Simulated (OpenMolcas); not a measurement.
**BSiH4O2F (SMILES OB(F)O[SiH3]): levels of theory compared**

We compute a comparison of 6 runs (HF/3-21G, B3LYP/6-31G*, M06-2X/6-31G*, M06-L/6-31G*, SVWN5/6-31G*, TPSS/6-31G*) of BSiH4O2F. 

The calculation is run with OpenMolcas 26.06.

1 further run of the same task is left out (set aside as unsound or not needed).

## 1. The molecule

The species is BSiH4O2F (9 atoms), meant as a singlet with charge 0. As SMILES, `OB(F)O[SiH3]`. The Si5–H8 distance was set to 2.225 Å, away from the relaxed value. At this shape a bond of the SMILES string is far longer than usual.

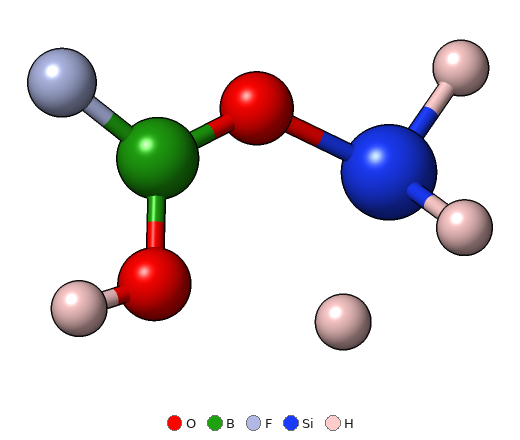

Viewed from a chosen angle; oxygen red, boron green, fluorine light blue, silicon blue, hydrogen pink.

## 2. A single-point energy at HF/3-21G (run 1)

The input, job.input:

```
&gateway
baslib=$CurrDir
coord
9
angstrom
O       -1.224272       0.713041       1.005366
B       -0.005572       1.313441       0.964066
F        0.112528       2.607141       1.269266
O        1.098728       0.623241       0.617566
Si       1.324028      -0.958559       0.186366
H       -1.932672       1.306241       1.265466
H        2.771728      -1.117559      -0.079534
H        0.154500      -1.427600      -1.647800
H        0.908028      -1.854659       1.293166
basis=3-21G
group=NoSym
&seward
&scf
thresholds=1e-10 1e-07 1e-07 1e-05
prorbitals=0
```

The basis set 3-21G is read from a file made from the Basis Set Exchange's data (not shown).

On the command line:

```bash
$ export MOLCAS_MEM=1860
$ pymolcas job.input > job.log
```

The program printed:

```text
--- Start Module: gateway ---
[...]
--- Stop Module: gateway /rc=_RC_ALL_IS_WELL_ ---
--- Start Module: seward ---
[...]
      Basis functions           57
--- Stop Module: seward /rc=_RC_ALL_IS_WELL_ ---
[...]
--- Start Module: scf ---
[...]
       Convergence after  14 Iterations
[...]
::    Total SCF energy                               -562.2148958940
[...]
      Total spin, S                                     0.0000000000
[...]
      Total electronic charge=   48.000000
      Total            charge=   -0.000000
[...]
      Dipole Moment (debye):
      Origin of the operator (angstrom)=    0.4152    0.5896    0.7099
                   X= -1.0049E+00               Y= -5.0674E-01               Z=  1.0640E+00           Total=  1.5488E+00
      Quadrupole Moment (debye*angstrom):
[...]
--- Stop Module: scf /rc=_RC_ALL_IS_WELL_ ---
[...]
```

Wall time 4.2 s (1 thread of Intel Xeon Platinum 8259CL at 2.50GHz (Skylake/Cascade Lake), shared host); peak memory 0.39 GiB.

## 3. The energy at B3LYP/6-31G(d) (spherical functions) (run 2)

The input, struct.xyz:

```xyz
9

O     -1.224272     0.713041     1.005366
B     -0.005572     1.313441     0.964066
F      0.112528     2.607141     1.269266
O      1.098728     0.623241     0.617566
Si     1.324028    -0.958559     0.186366
H     -1.932672     1.306241     1.265466
H      2.771728    -1.117559    -0.079534
H      0.154500    -1.427600    -1.647800
H      0.908028    -1.854659     1.293166
```

The input, mol.input:

```
>>> EXPORT MOLCAS_PRINT=2

&GATEWAY
  BASLIB
  $CurrDir
  COORD
  struct.xyz
  BASIS
  6-31Gs
  GROUP
  NoSym

&SEWARD
  GRIDINPUT
  Grid=UltraFine
  End of Grid

&SCF
  KSDFT
  B3LYP
  THRESHOLDS
  1e-10 1e-07 1e-07 1e-05
  PRORBITALS
  1 1
```

The basis set 6-31G* is read from a file made from the Basis Set Exchange's data (not shown).

On the command line:

```bash
$ export MOLCAS_MEM=1860
$ pymolcas mol.input > mol.log
```

The program printed:

```text
--- Start Module: gateway ---
[...]
--- Stop Module: gateway /rc=_RC_ALL_IS_WELL_ ---
--- Start Module: seward ---
[...]
      Basis functions           82
--- Stop Module: seward /rc=_RC_ALL_IS_WELL_ ---
[...]
--- Start Module: scf ---
[...]
       Convergence after  15 Iterations
[...]
::    Total KS-DFT energy                            -567.1579248491
[...]
      Total spin, S                                     0.0000000000
[...]
      Total electronic charge=   48.000000
      Total            charge=   -0.000000
[...]
      Dipole Moment (debye):
      Origin of the operator (angstrom)=    0.4152    0.5896    0.7099
                   X= -7.0196E-01               Y=  1.4528E-02               Z=  1.2546E+00           Total=  1.4377E+00
      Quadrupole Moment (debye*angstrom):
[...]
--- Stop Module: scf /rc=_RC_ALL_IS_WELL_ ---
[...]
```

Wall time 31 s (1 thread of Intel Xeon Platinum 8259CL at 2.50GHz (Skylake/Cascade Lake), shared host); peak memory 0.46 GiB.

Runs 3 to 4 aren't shown in full; the table further down has their settings and results.

## 4. A single-point energy at SVWN5/6-31G(d) (spherical functions) (run 5)

The input, job.input:

```
* BFH4O2Si Kohn-Sham DFT
>>> EXPORT MOLCAS_PRINT=2
&GATEWAY
BasLib=$CurrDir
BasisSet
O.6-31Gs....
O1 -1.224272 0.713041 1.005366 angstrom
O4 1.098728 0.623241 0.617566 angstrom
End of Basis
BasisSet
B.6-31Gs....
B2 -0.005572 1.313441 0.964066 angstrom
End of Basis
BasisSet
F.6-31Gs....
F3 0.112528 2.607141 1.269266 angstrom
End of Basis
BasisSet
Si.6-31Gs....
Si5 1.324028 -0.958559 0.186366 angstrom
End of Basis
BasisSet
H.6-31Gs....
H6 -1.932672 1.306241 1.265466 angstrom
H7 2.771728 -1.117559 -0.079534 angstrom
H8 0.154500 -1.427600 -1.647800 angstrom
H9 0.908028 -1.854659 1.293166 angstrom
End of Basis
&SEWARD
GridInput
Grid=UltraFine
End of Grid
&SCF
KSDFT=SVWN5
Thresholds=1e-10 1e-07 1e-07 1e-05
PrOrbitals=1 1
```

The basis set 6-31G* is read from a file made from the Basis Set Exchange's data (not shown).

On the command line:

```bash
$ export MOLCAS_MEM=1860
$ pymolcas job.input > job.log
```

The program printed:

```text
--- Start Module: gateway ---
[...]
--- Stop Module: gateway /rc=_RC_ALL_IS_WELL_ ---
--- Start Module: seward ---
[...]
      Basis functions           82
--- Stop Module: seward /rc=_RC_ALL_IS_WELL_ ---
[...]
--- Start Module: scf ---
[...]
       Convergence after  17 Iterations
[...]
::    Total KS-DFT energy                            -563.9697080824
[...]
      Total spin, S                                     0.0000000000
[...]
      Total electronic charge=   48.000000
      Total            charge=   -0.000000
[...]
      Dipole Moment (debye):
      Origin of the operator (angstrom)=    0.4152    0.5896    0.7099
                   X= -8.6849E-01               Y=  1.1426E-02               Z=  1.1094E+00           Total=  1.4090E+00
      Quadrupole Moment (debye*angstrom):
[...]
--- Stop Module: scf /rc=_RC_ALL_IS_WELL_ ---
[...]
```

Run time: 22 s. Hardware: 1 thread of Intel Xeon Platinum 8259CL at 2.50GHz (Skylake/Cascade Lake), shared host; peak memory 0.46 GiB.

## 5. The energy at TPSS/6-31G(d) (spherical functions) (run 6)

The input, calc.input:

```
&gateway
  baslib
  $CurrDir
  coord
  9
  bohr
  O     -2.31353878     1.34745221     1.89986640
  B     -0.01052955     2.48204377     1.82182071
  F      0.21264710     4.92678246     2.39856512
  O      2.07629501     1.17775480     1.16703060
  Si     2.50205030    -1.81141398     0.35218070
  H     -3.65222077     2.46843774     2.39138416
  H      5.23780681    -2.11188044    -0.15029748
  H      0.29196269    -2.69777302    -3.11389071
  H      1.71592423    -3.50479756     2.44372957
  basis
  6-31Gs
  group
  NoSym

&seward
  gridinput
  Grid=UltraFine
  End of Grid

&scf
  ksdft
  2
  1.0 MGGA_X_TPSS
  1.0 MGGA_C_TPSS
  thresholds
  1e-10 1e-07 1e-07 1e-05
  prorbitals
  1 1
```

The basis set 6-31G* is read from a file made from the Basis Set Exchange's data (not shown).

On the command line:

```bash
$ export MOLCAS_MEM=1860
$ pymolcas calc.input > calc.log
```

The program printed:

```text
--- Start Module: gateway ---
[...]
--- Stop Module: gateway /rc=_RC_ALL_IS_WELL_ ---
--- Start Module: seward ---
[...]
      Basis functions           82
--- Stop Module: seward /rc=_RC_ALL_IS_WELL_ ---
[...]
--- Start Module: scf ---
[...]
       Convergence after  16 Iterations
[...]
::    Total KS-DFT energy                            -567.1824258364
[...]
      Total spin, S                                     0.0000000000
[...]
      Total electronic charge=   48.000000
      Total            charge=   -0.000000
[...]
      Dipole Moment (debye):
      Origin of the operator (angstrom)=    0.4152    0.5896    0.7099
                   X= -7.1510E-01               Y=  1.4828E-01               Z=  1.3090E+00           Total=  1.4990E+00
      Quadrupole Moment (debye*angstrom):
[...]
--- Stop Module: scf /rc=_RC_ALL_IS_WELL_ ---
[...]
```

Run time: 45 s. Hardware: 1 thread of Intel Xeon Platinum 8259CL at 2.50GHz (Skylake/Cascade Lake), shared host; peak memory 0.46 GiB.

## 6. All runs side by side

```
run                                level  integration grid  energy (Eh)  dipole moment (D)  HOMO energy (eV)  LUMO energy (eV)  wall time
  1                             HF/3-21G                 –  -562.214896               1.55            -10.31              2.48      4.2 s
  2   B3LYP/6-31G* (spherical functions)         UltraFine  -567.157925               1.44             -7.48             -1.13       31 s
  3  M06-2X/6-31G* (spherical functions)         UltraFine  -567.008246               1.39             -8.68              0.03       43 s
  4   M06-L/6-31G* (spherical functions)         UltraFine  -567.103570               1.48             -6.88             -1.63       45 s
  5   SVWN5/6-31G* (spherical functions)         UltraFine  -563.969708               1.41             -6.57             -1.85       22 s
  6    TPSS/6-31G* (spherical functions)         UltraFine  -567.182426               1.50             -6.78             -1.62       45 s
```

## 7. Results

```
            quantity          value
 run 6: total energy  -567.18243 Eh
run 6: dipole moment         1.50 D
  run 6: HOMO energy       -6.78 eV
  run 6: LUMO energy       -1.62 eV
run 6: HOMO–LUMO gap        5.16 eV
```

In words: The dipole moment (its size) runs from 1.39 D (M06-2X/6-31G*) to 1.55 D (HF/3-21G). The two ends differ in method and basis. The HOMO–LUMO gap runs from 4.72 eV (SVWN5/6-31G*) to 12.79 eV (HF/3-21G). Totals of different functionals can't be ranked against each other. All runs together took 3.2 min, the longest 45 s.
